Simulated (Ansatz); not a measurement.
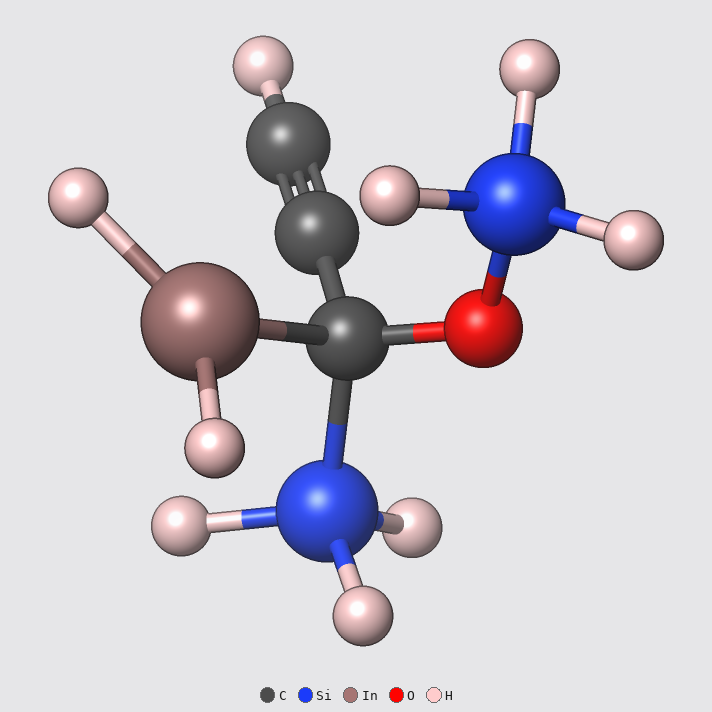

Rendered structure (ball-and-stick style).

Computed geometry: PBE0-D4/def2-TZVP optimisation.

Give the formula.

Answer. C3H9InOSi2, 16 atoms: 3 carbon, 9 hydrogen, 1 indium, 1 oxygen and 2 silicon.

Write the SMILES.

Answer. C#C[C@]([SiH3])([InH2])O[SiH3]

Count the bonded pairs by element.

Answer. 6 Si–H, 2 C–C, 2 In–H, 1 C–Si, 1 C–In, 1 C–O, 1 O–Si, 1 C–H.

Give the symmetry (Schoenflies symbol).

Answer. C1.

Name functional groups in it.

Answer. Among them: alkyne, Si–H bond, Si–O bond.

More results for the same structure follow; atom numbers are the same in all pictures, views and colours differ.

Shape

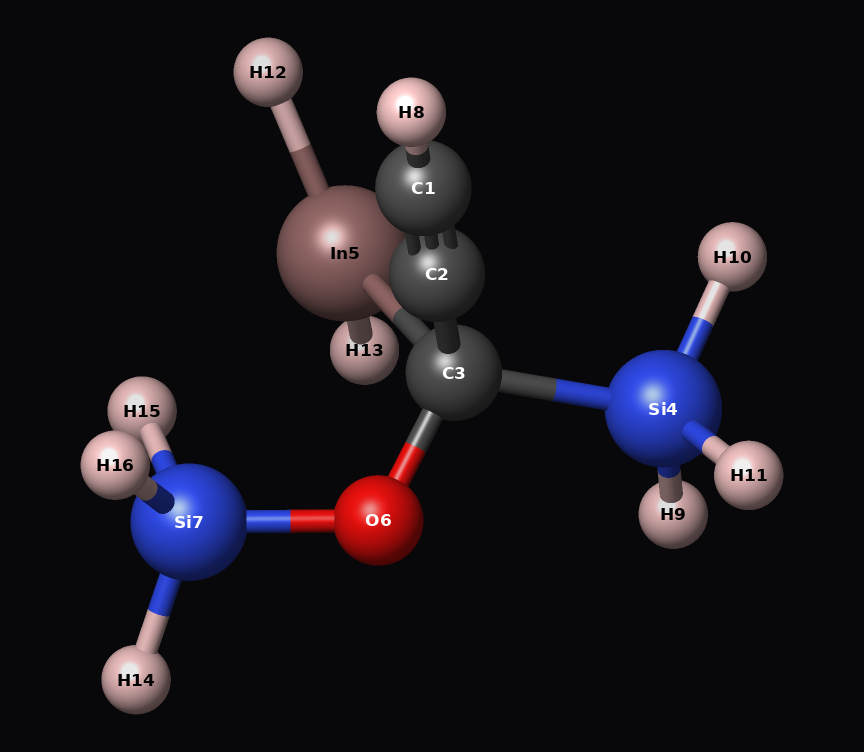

The atoms are numbered.

Which atoms are bonded, and how long are the bonds?

```json
{"bond": "C1–C2", "length (Å)": "1.206"}
{"bond": "C1–H8", "length (Å)": "1.064"}
{"bond": "C2–C3", "length (Å)": "1.432"}
{"bond": "C3–Si4", "length (Å)": "1.884"}
{"bond": "C3–In5", "length (Å)": "2.258"}
{"bond": "C3–O6", "length (Å)": "1.447"}
{"bond": "Si4–H9", "length (Å)": "1.486"}
{"bond": "Si4–H10", "length (Å)": "1.490"}
{"bond": "Si4–H11", "length (Å)": "1.486"}
{"bond": "In5–H12", "length (Å)": "1.718"}
{"bond": "In5–H13", "length (Å)": "1.723"}
{"bond": "O6–Si7", "length (Å)": "1.638"}
{"bond": "Si7–H14", "length (Å)": "1.479"}
{"bond": "Si7–H15", "length (Å)": "1.521"}
{"bond": "Si7–H16", "length (Å)": "1.481"}
```

Dipole moment

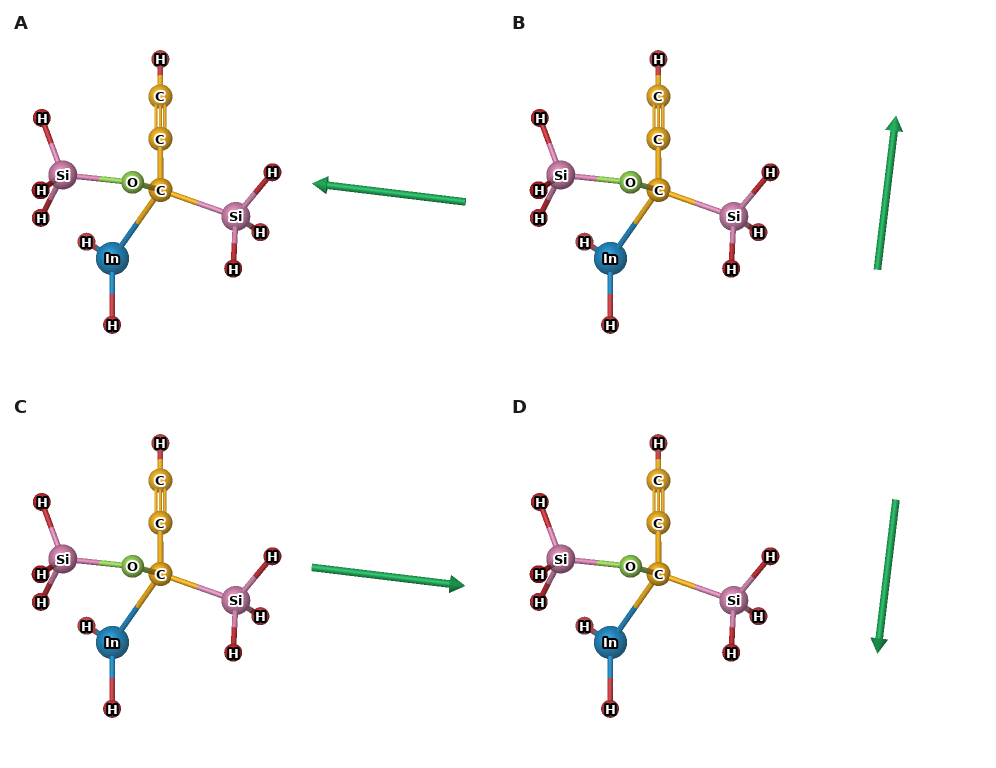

The same molecule four times, each with an arrow. Level of theory: RKS r2SCAN-D4/def2-TZVPP, core potentials on In (Ansatz 0.2.0).

Which arrow points along the dipole moment, from the negative to the positive end?

Answer. A. The dipole moment is 1.11 D.

Vibrations

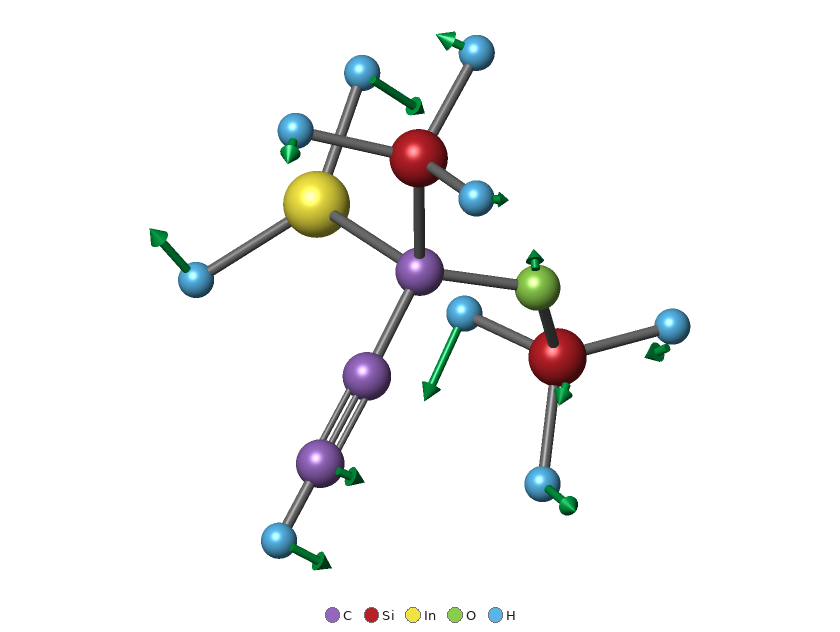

The arrows show one normal mode. Harmonic vibrations computed with RKS PBE0-D4/def2-TZVP, core potentials on In (Ansatz 0.2.0) at a stationary point of the same level.

At what wavenumber does it lie?

Answer. 53 cm⁻¹; it is mode 1 of 42 counted from the lowest.

Electronic properties

Level of theory: RKS HSE06 (plane-wave form)-D4/def2-TZVPP, core potentials on In (Ansatz 0.2.0).

Computed properties:

- HOMO energy (Kohn–Sham orbital): −6.06 eV
- LUMO energy (Kohn–Sham orbital): −2.06 eV
- HOMO–LUMO gap: 4.00 eV
- dispersion correction: −41.4 kJ/mol
